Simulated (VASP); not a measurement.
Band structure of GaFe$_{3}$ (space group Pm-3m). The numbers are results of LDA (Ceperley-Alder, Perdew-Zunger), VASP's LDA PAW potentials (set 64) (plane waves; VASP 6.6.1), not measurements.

The run has a spin-polarised start.

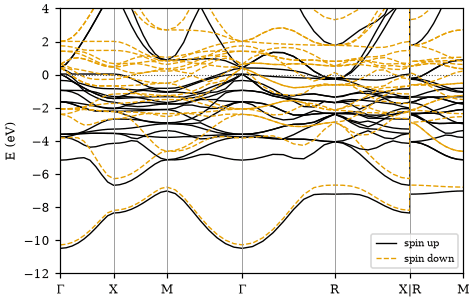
Figure: Bands along high-symmetry lines, zero at the valence-band maximum or, without a gap, the Fermi level

Problem. Read the plot: is there a gap, and where are the band edges?

Solution. It has no gap at this level: it comes out as a metal or semimetal.

The structure comes from a computed database's GaFe3 entry (Pm-3m); how it stands against other phases isn't given here. The cell was not relaxed at this level.
